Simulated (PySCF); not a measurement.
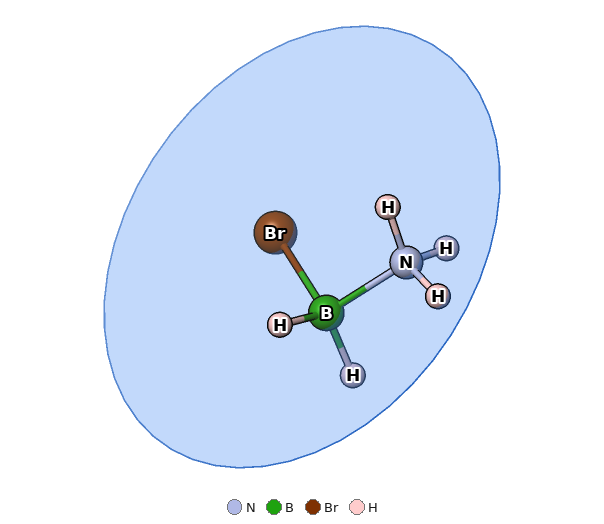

All proper rotation axes (lines) and mirror planes (discs) of the structure are drawn in. Depth is shown by fading: the farther an atom, the more it takes the colour of the background. The computed structure is the end point of a PBE0-D3(BJ)/def2-SVP optimisation. No frequency run is at hand to confirm it as a minimum.

Q: Name the symmetry elements and the point group.

A: It has 1 mirror plane. Point group Cs. The group has 2 operations. The geometry is achiral, and symmetry allows a dipole moment.
